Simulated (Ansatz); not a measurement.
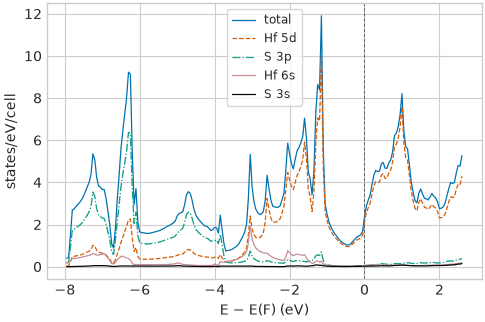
Total and projected density of states of Hf2S in space group P6_3/mmc (No. 194; Hf on 4f, S on 2b), DFT-r²SCAN in the program Ansatz with PAW potentials

Which orbitals carry the states next to the Fermi level?

Within 0.5 eV of the Fermi level: Hf 5d 89 %, outside the projected shells 6 %. Projections are on Löwdin-orthogonalised atomic valence shells; empty p or d shells of many metals are not among them.

Where is the tallest occupied peak in this window, and what makes it?

Near -1.1 eV, about 12 states/eV per cell; the largest projected share is Hf 5d.

The workflow started from a Materials Project entry (that database holds measured and hypothetical structures alike); the Crystallography Open Database copy checked does not list it. Whether it is the stable phase at ambient conditions was not checked. The r²SCAN relaxation kept the symmetry of its start; its stability against distortions is not shown here. The run is not spin-polarised. Spin–orbit coupling is left out wherever it is not named.

Potentials: the later of the program's two PAW sets.
